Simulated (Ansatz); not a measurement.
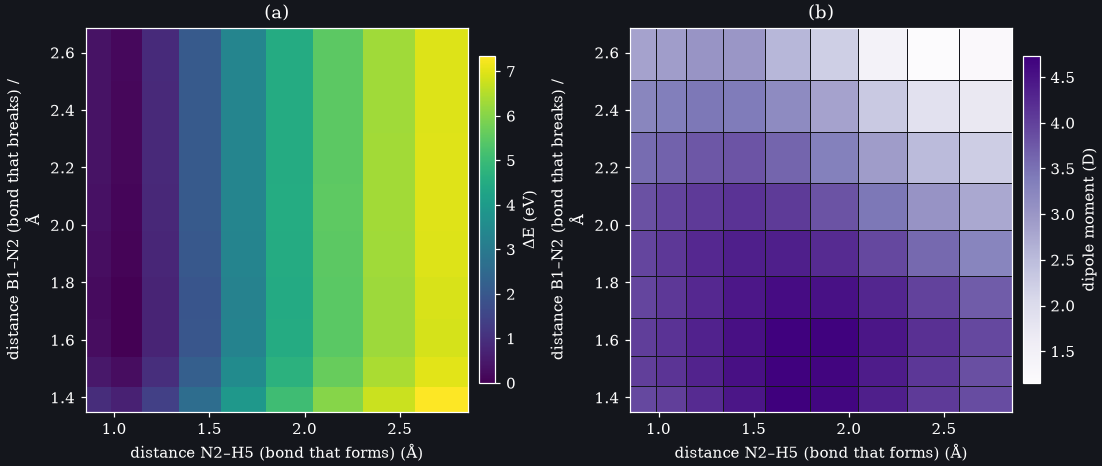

The reacting system BFH5NO2 (fragments BFH₄NO₂ + H where the first distance is long, BFH₂O₂ + H₃N where the second is long). The first coordinate is: distance N2–H5 (bond that forms); the second: distance B1–N2 (bond that breaks). Relaxed at each point: all other coordinates. The grid has 9 × 9 points. Points are written as (first, second). Energies are in eV, from the lowest grid point. The reference is spin-restricted, so regions where a bond is pulled apart into radicals lie too high. Theory: Ansatz 0.2.0, RKS BHLYP-D4/def2-SVP.

Panel (a) is the energy and panel (b) the computed dipole moment on the same grid.

Drawn: one coloured cell a grid point.

> How does the dipole moment vary over the map, and what is it at the lowest grid point?

Leaving out the highest fifth of the energies, it runs from 1.45 D at (2.174 Å, 2.595 Å) to 4.73 D at (1.675 Å, 1.395 Å). At the lowest grid point, (1.052 Å, 1.747 Å), it is 4.10 D.

| second ↓, first → | 0.918 | 1.052 | 1.236 | 1.446 | 1.675 | 1.918 | 2.174 | 2.441 | 2.718 |
| --- | --- | --- | --- | --- | --- | --- | --- | --- | --- |
| 2.595 | 2.84 | 2.91 | 3.04 | 3.00 | 2.57 | 2.22 | 1.45 | 1.15 | 1.24 |
| 2.411 | 3.25 | 3.35 | 3.43 | 3.40 | 3.17 | 2.84 | 2.30 | 1.88 | 1.73 |
| 2.233 | 3.56 | 3.66 | 3.77 | 3.80 | 3.64 | 3.32 | 2.91 | 2.51 | 2.25 |
| 2.062 | 3.83 | 3.96 | 4.08 | 4.15 | 4.06 | 3.82 | 3.43 | 3.05 | 2.77 |
| 1.900 | 3.96 | 4.09 | 4.25 | 4.38 | 4.38 | 4.23 | 3.93 | 3.59 | 3.27 |
| 1.747 | 3.96 | 4.10 | 4.26 | 4.45 | 4.58 | 4.53 | 4.29 | 3.99 | 3.72 |
| 1.607 | 4.03 | 4.15 | 4.33 | 4.54 | 4.70 | 4.69 | 4.47 | 4.18 | 3.92 |
| 1.484 | 4.02 | 4.14 | 4.32 | 4.54 | 4.71 | 4.66 | 4.40 | 4.11 | 3.86 |
| 1.395 | 3.93 | 4.03 | 4.23 | 4.47 | 4.73 | 4.65 | 4.37 | 4.08 | 3.88 |
